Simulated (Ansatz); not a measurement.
**wB97X/STO-3G run of InH2F (SMILES [F][InH2])**

What is the energy change on altering one bond length of InH2F at wB97X/STO-3G? 

Program for the calculation: Ansatz 0.2.0.

57 further runs of the same task are left out: 3 that didn't finish, 54 set aside as unsound or not needed.

## 1. The molecule

The species is InH2F (4 atoms), meant as a singlet with charge 0. SMILES: `[F][InH2]`. The coordinates come from a PBE0-D4/def2-TZVP relaxation.

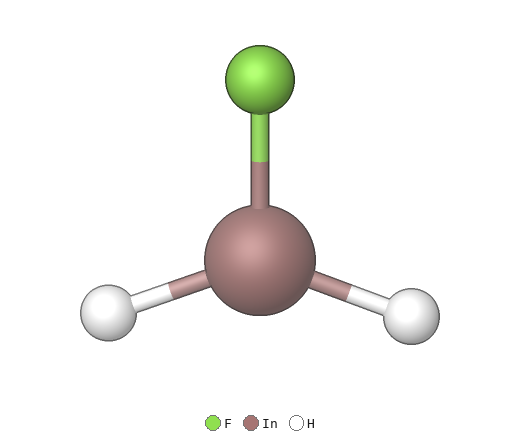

The structure, seen from a chosen angle (fluorine green, indium brown, hydrogen white).

## 2. The energy at wB97X/STO-3G

in.yaml reads:

```yaml
crystal:
  periodic: [false, false, false]
  atoms:
    - {symbol: F, position_ang: [-1.631800, -0.629400, 0.188600]}
    - {symbol: In, position_ang: [0.194400, 0.052300, -0.026300]}
    - {symbol: H, position_ang: [1.304300, -0.965100, 0.767900]}
    - {symbol: H, position_ang: [0.188600, 1.481900, -0.950400]}
basis:
  gaussian: {orbitals: STO-3G}
magnetization: {spin_polarized: false}
hamiltonian: {xc: {name: wB97X}}
accuracy: high
```

Command:

```
ansatz run in.yaml --threads 1 --pin off --max-ram 2610MiB --events-out events.jsonl --progress --plain --runs-dir runs
```

The log of the run:

```text
Warning: RAYON_NUM_THREADS=1 ignored (pool sized by the plan → 1); use --threads N
Functional definition: wB97X
  name "wB97X"
  parameter omega = 0.3/bohr
  parameter cx = 0.157706
  parameter cx1 = 0.726479
  parameter cx2 = 1.04760
  parameter cx3 = -5.70635
  parameter cx4 = 13.2794
  parameter css1 = -4.33879
  parameter css2 = 18.2308
  parameter css3 = -31.7430
  parameter css4 = 17.2901
  parameter cos1 = 2.37031
  parameter cos2 = -11.3995
  parameter cos3 = 6.58405
  parameter cos4 = -3.78132
  exchange = spin_sum(e_x_unif_sr(omega)*poly(b97_u_x, 1 - cx, cx1, cx2, cx3, cx4)) + cx*exact_x_sr(omega)
      + exact_x_lr(omega)
  correlation = spin_sum(e_c_pw_same_spin*poly(b97_u_same, 1, css1, css2, css3, css4))
      + integral(e_c_pw_opposite_spin*poly(b97_u_opposite, 1, cos1, cos2, cos3, cos4))
622 factors; integrals over basis functions are off by at most 4.0e-9 eV
137 factors; integrals over basis functions are off by at most 7.7e-10 eV
mean field evaluation 1: about -157404.0796 eV, gradient 1.9e1 eV
mean field evaluation 2: about -157403.7173 eV, gradient 2.9e1 eV
mean field evaluation 4: about -157406.5091 eV, gradient 3.0e-1 eV
mean field evaluation 8: about -157406.4186 eV, gradient 5.5e-3 eV
mean field evaluation 16: about -157406.4186 eV, gradient 1.1e-6 eV
mean field -157406.41864815 eV, -5784.5791914168 hartree, gradient 3.0e-8 eV, S^2 0.000000; 0 other end points of the search recorded, 0 dependent functions left out
reference -157406.41864660 eV, -5784.5791913600 hartree; 30, 30 occupied and 4, 4 virtual orbitals, 622 factors
Total energy: -157406.41864660 eV, -5784.5791913600 hartree
```

It took 6.3 s on 1 thread of Arm Neoverse V2, shared host; peak memory 0.25 GiB.

## 3. The distorted shape

molecule.yaml reads:

```yaml
crystal:
  periodic: [false, false, false]
  atoms:
    - {symbol: F, position_ang: [-2.088376, -0.799835, 0.242328]}
    - {symbol: In, position_ang: [0.194400, 0.052300, -0.026300]}
    - {symbol: H, position_ang: [1.304300, -0.965100, 0.767900]}
    - {symbol: H, position_ang: [0.188600, 1.481900, -0.950400]}
basis:
  gaussian:
    orbitals: STO-3G
accuracy: high
hamiltonian:
  xc: {name: wB97X}
```

Command:

```
ansatz run molecule.yaml --threads 1 --pin off --max-ram 2610MiB --events-out events.jsonl --progress --plain --runs-dir runs
```

The log of the run, shortened:

```text
Warning: RAYON_NUM_THREADS=1 ignored (pool sized by the plan → 1); use --threads N
[... 2 set-up lines as earlier in the session ...]
[...]
      + exact_x_lr(omega)
[...]
      + integral(e_c_pw_opposite_spin*poly(b97_u_opposite, 1, cos1, cos2, cos3, cos4))
610 factors; integrals over basis functions are off by at most 3.9e-9 eV
139 factors; integrals over basis functions are off by at most 8.5e-10 eV
[...]
mean field -157404.36698577 eV, -5784.5037942152 hartree, gradient 3.2e-8 eV, S^2 0.000000; 0 other end points of the search recorded, 0 dependent functions left out
reference -157404.36698424 eV, -5784.5037941589 hartree; 30, 30 occupied and 4, 4 virtual orbitals, 610 factors
Total energy: -157404.36698424 eV, -5784.5037941589 hartree
```

It took 6 s on 1 thread of Arm Neoverse V2, shared host; peak memory 0.25 GiB.

## 4. Results

At wB97X/STO-3G:

| quantity | value |
| --- | --- |
| first shape: total energy | -5784.57919 Eh |
| distorted shape: total energy | -5784.50379 Eh |
| energy change with the F1–In2 bond stretched from 1.961 to 2.451 Å | 2.052 eV |

What this shows: With the F1–In2 bond stretched from 1.961 to 2.451 Å the energy rises by 2.05 eV (47 kcal/mol). The first shape isn't relaxed at this level, so the change isn't measured from a minimum. The minimal basis adds a large error of its own. Relativity is left out (first shape) although the molecule holds a heavy atom. Relativity is left out (distorted shape) although the molecule holds a heavy atom.
